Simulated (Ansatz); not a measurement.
# Ta: stress in a strained cell

Ta is deformed so: equal xx and yy strain of -3 %. What stress and forces result, by LAPW, PAW and all-electron datasets made for the crystal?

Method: DFT PBEsol, scalar-relativistic, in Ansatz 0.2.0.

**1. Starting point**

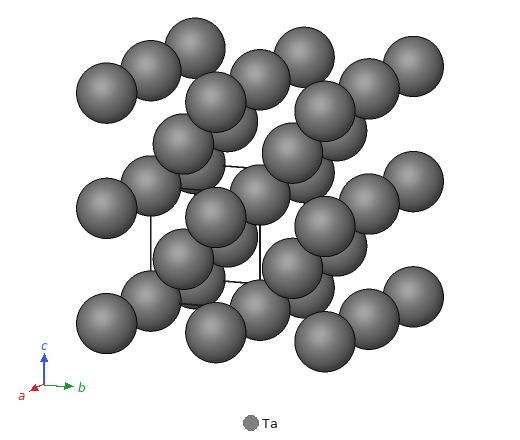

Start, viewed slightly off an axis; tantalum grey. 2×2×2 cells are drawn. Atoms on the faces are drawn again on the opposite ones. The cell drawn here is the conventional one.

Coordinates:

```xyz
1
Lattice="-1.6513 1.6513 1.6513 1.6513 -1.6513 1.6513 1.6513 1.6513 -1.6513" Properties=species:S:1:pos:R:3 pbc="T T T"
Ta    0.0000    0.0000    0.0000
```

**2. After the deformation**

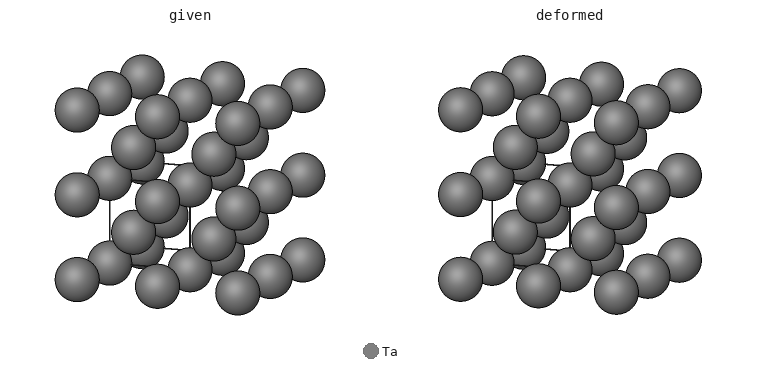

Given and deformed, at one scale.

Space group Im-3m before, I4/mmm after.

**3. All-electron LAPW**

File input.yaml:

```yaml
crystal:
  lattice:
    - [-1.6017416, 1.6017416, 1.65128]
    - [1.6017416, -1.6017416, 1.65128]
    - [1.6017416, 1.6017416, -1.65128]
  atoms:
    - { symbol: Ta, position: [0.0, 0.0, 0.0] }
kpoints:
  mp_grid: { grid: [17, 17, 17] }
  band_path:
    path:
      - [0.0, 0.0, 0.0]
      - [0.0, 0.0, 0.5]
      - [0.25, 0.25, 0.25]
      - [0.0, 0.5, 0.0]
      - [0.0, 0.0, 0.0]
      - [0.5, 0.5, -0.5]
      - [0.485225, 0.514775, -0.485225]
      - [-0.485225, 0.485225, 0.485225]
      - [0.0, 0.0, 0.0]
    npoints: 5
scf:
  occupations: { method: fermi_dirac, width: 0.08 }
hamiltonian:
  xc: pbesol
  pseudopotentials: { kind: all_electron, lapw: { basis_error: 0.0005 } }
output:
  forces: true
  stress: true
  eigenvalues: true
```

Command:

```bash
ansatz run input.yaml --threads 1 --pin off --max-ram 3072MiB --backend cpu --events-out ev --progress --plain --runs-dir out
```

Log (excerpt; [...] marks lines left out):

```text
LAPW: plane waves up to 8.849 Å⁻¹, error target 5.0e-4 eV per atom; small_component_spin mean_spin; Ta in spheres of 1.402 Å, 43 of its electrons in bands, Dirac shells []
[...]
Pseudopotentials: kind: all_electron
Pseudopotential: Ta, LAPW, valence charge 43, Koelling and Harmon's equation, gaussian nucleus
Functional definition: PBEsol
[...]
Crystal: 1 atoms, lattice volume = 16.946 Å³
Basis set: ecut = 298.34728275448447 eV, 201 PW (Γ), exchange–correlation at level 2
Bands: 26, of which v1, the nominal top of the filled ones, is band 22 counted from 1 (21 counted from 0)
Symmetry: 16 space group operations
Space group: I4/mmm (ITA 139), of the structure as read, at distance tolerance 2.6e-5 Å
k-points: 405 of 4913
[...]
SCF iter   1: F=—  HF=-424443.512070 eV  |F-HF|=—  |Δ(HF+E_count)|=         —  Δρ=2.58e-2  dr2=7.00e-2  ethr=1.62e-4  ⟨swp⟩=2.9  Hψ=65696  notcnv=0
[...]
the basis was enlarged: its passes take 774.4 KiB over the memory plan, 1 of 1 planned eigensolver slots
[...]
SCF iter   8: F=-424443.367711 eV  HF=-424443.367711 eV  |F-HF|=4.54e-9  |Δ(HF+E_count)|=   7.86e-9  Δρ=7.20e-6  dr2=5.73e-9  ethr=6.93e-10  ⟨swp⟩=2.0  Hψ=31500  notcnv=0
[...]
NSCF: frozen V_eff on 41 k-points
SCF converged after 8 iterations
Free energy (F): -424443.367711 eV
[...]
E sigma→0 (E₀):  -424443.354573 eV
Entropy (-TS):   -0.026274 eV (-26.274 meV/atom)
Fermi energy:    26.341773 eV
[...]
--- Forces (eV/Å), atoms counted from 1 ---
  atom   1  Ta    -0.00000000     0.00000000    -0.00000000
[...]
--- Stress (GPa, compression-positive) ---
       10.778714       0.000000       0.000000
        0.000000      10.778714       0.000000
        0.000000       0.000000       6.721834
  P = ⅓ Tr σ = 9.4264 GPa (94.264 kbar)
--- Band table (eV; the first three rows and the last of 405) ---
  k-point 0: bands = ["-367.4190", "-367.4176", "-367.4176", "-189.2051", "-189.2011", "-189.1861", "-189.1848", "-189.1848", "-40.5836", "-6.4319", "-6.4269", "-6.4269", "7.6905", "7.6913", "7.6913", "7.7506", "7.7597", "7.7597", "7.8149", "18.2122", "26.9293", "26.9293", "27.3343", [...]
[...]
```

Run time: 57 s. Hardware: 1 thread of Arm Neoverse V2, shared host; peak memory 0.7 GiB.

This run gives: pressure 9.43 GPa; no gap.

**4. PAW on the default files**

File input.yaml:

```yaml
crystal:
  lattice:
    - [-1.6017416, 1.6017416, 1.65128]
    - [1.6017416, -1.6017416, 1.65128]
    - [1.6017416, 1.6017416, -1.65128]
  atoms:
    - { symbol: Ta, position: [0.0, 0.0, 0.0] }
kpoints:
  mp_grid: { grid: [17, 17, 17] }
scf:
  occupations: { method: fermi_dirac, width: 0.08 }
hamiltonian:
  xc: pbesol
  pseudopotentials: { kind: paw }
output:
  forces: true
  stress: true
  eigenvalues: true
  efg: { contact_densities: true }
```

Command:

```bash
ansatz run input.yaml --threads 1 --pin off --max-ram 3072MiB --backend cpu --events-out ev --progress --plain --runs-dir out
```

Log (excerpt; [...] marks lines left out):

```text
Ta: output.efg is read without spin–orbit coupling, which moves field gradients at and beside such atoms by some per cent and up to a factor of two; PAW files take it under magnetization.noncollinear and magnetization.spin_orbit
[...]
Pseudopotentials: kind: paw
Pseudopotential: Ta, paw, valence charge 13, recommended cutoff 420 eV (normal)
[... 1 set-up line as earlier in the session ...]
[...]
Crystal: 1 atoms, lattice volume = 16.946 Å³
Basis set: ecut = 420 eV, 337 PW (Γ), exchange–correlation on 40×40×40 points (8 copies of the dense FFT grid, shifted against one another)
Bands: 11, of which v1, the nominal top of the filled ones, is band 7 counted from 1 (6 counted from 0)
[... 2 set-up lines as earlier in the session ...]
k-points: 405 of 4913
[...]
SCF converged after 6 iterations
Free energy (F): -9806.488166 eV
[...]
E sigma→0 (E₀):  -9806.475078 eV
Entropy (-TS):   -0.026177 eV (-26.177 meV/atom)
Fermi energy:    19.788248 eV
[...]
--- Forces (eV/Å), atoms counted from 1 ---
  atom   1  Ta    -0.00000000     0.00000000    -0.00000000
[...]
--- Stress (GPa, compression-positive) ---
       10.999332      -0.000000       0.000000
       -0.000000      10.999332      -0.000000
        0.000000       0.000000       6.940043
  P = ⅓ Tr σ = 9.6462 GPa (96.462 kbar)
--- PAW observables at the nuclei: V_zz in 10²¹ V/m², potentials from the cell's mean, atoms counted from 1 ---
  atom   1  Ta V_zz =    +2.510546   η = 0.0000   by run symmetry: allowed
            electrostatic potential = -14503.671527 V   contact ρ = 8144267.786790 e/Å³
--- Band table (eV; the first three rows and the last of 405) ---
  k-point 0: bands = ["-47.0992", "-12.9545", "-12.9493", "-12.9493", "11.6588", "20.3821", "20.3821", "20.7878", "23.7046", "24.2718", "34.3177"]
[...]
```

It took 4.6 s on 1 thread of Arm Neoverse V2, shared host; peak memory 0.39 GiB.

Read from it: pressure 9.65 GPa; no gap; Vzz Ta 2.51 (η = 0.00) (10²¹ V/m²).

**5. All-electron PAW on datasets made for the crystal**

input.yaml: that of step 4 with these lines changed.

```diff
@@ -13,3 +13,3 @@
   xc: pbesol
-  pseudopotentials: { kind: paw }
+  pseudopotentials: { kind: all_electron, datasets: crystal }
 output:
```

Command:

```bash
ansatz run input.yaml --threads 1 --pin off --max-ram 3072MiB --backend cpu --events-out ev --progress --plain --runs-dir out
```

Log (excerpt; [...] marks lines left out):

```text
[...]
Ta: output.efg is read without spin–orbit coupling, which moves field gradients at and beside such atoms by some per cent and up to a factor of two; PAW files take it under magnetization.noncollinear and magnetization.spin_orbit
[...]
[... 1 set-up line as earlier in the session ...]
Pseudopotential: Ta, paw, valence charge 27, recommended cutoff 240 eV (normal), Koelling and Harmon's equation, gaussian nucleus
[... 1 set-up line as earlier in the session ...]
[...]
Crystal: 1 atoms, lattice volume = 16.946 Å³
Basis set: ecut = 240 eV, 141 PW (Γ), exchange–correlation on 30×30×30 points (8 copies of the dense FFT grid, shifted against one another)
Bands: 11, of which v1, the nominal top of the filled ones, is band 7 counted from 1 (6 counted from 0)
[... 2 set-up lines as earlier in the session ...]
k-points: 405 of 4913
[...]
Fermi energy:    26.341788 eV
[...]
  The terms above E_closure are by the made datasets' own strengths, without shells solved beside the bands.
--- Forces (eV/Å), atoms counted from 1 ---
  atom   1  Ta    -0.00000000     0.00000000     0.00000000
[...]
--- Stress (GPa, compression-positive) ---
       10.779788       0.000000      -0.000000
        0.000000      10.779788      -0.000000
        0.000000       0.000000       6.725045
  P = ⅓ Tr σ = 9.4282 GPa (94.282 kbar)
  It holds what live shells' own plane waves past their cutoff add
--- PAW observables at the nuclei: V_zz in 10²¹ V/m², potentials from the cell's mean, atoms counted from 1 ---
  atom   1  Ta V_zz =    +2.396796   η = 0.0000   by run symmetry: allowed
            electrostatic potential = -14500.731370 V   contact ρ = 8140289.700734 e/Å³
--- Band table (eV; the first three rows and the last of 405) ---
  k-point 0: bands = ["-40.5836", "-6.4318", "-6.4269", "-6.4269", "18.2122", "26.9294", "26.9294", "27.3344", "30.2501"]
[...]
```

Run time: 29 s. Hardware: 1 thread of Arm Neoverse V2, shared host; peak memory 0.78 GiB.

In short: pressure 9.43 GPa; no gap; Vzz Ta 2.40 (η = 0.00) (10²¹ V/m²).

**6. Stress and forces compared**

Stress (GPa, compression positive):

```csv
method,xx,yy,zz,yz,xz,xy
LAPW,10.78,10.78,6.72,0.00,0.00,0.00
PAW,11.00,11.00,6.94,0.00,0.00,0.00
crystal datasets,10.78,10.78,6.73,0.00,0.00,0.00
```

```
          method  pressure (GPa)  Vzz Ta (10²¹ V/m²)  SCF cycles, all passes
            LAPW            9.43                   –                       8
             PAW            9.65                2.51                       6
crystal datasets            9.43                2.40                       7
```

**7. Results**

```
                                 quantity                                           value
                                 pressure  LAPW 9.43, PAW 9.65, crystal datasets 9.43 GPa
largest shear or deviatoric stress (LAPW)                                        2.70 GPa
```

In words: The largest part of the stress beyond the pressure is 2.70 GPa in size, in the zz component. No run of the undeformed cell stands beside it, so the pressure holds what the given cell had before the change. PAW: stress within 0.22 GPa of LAPW. Crystal datasets: stress within 0.01 GPa of LAPW. Spin-orbit coupling is left out, though the cell holds Ta; in elements this heavy it can shift bands and gaps by tenths of an eV.
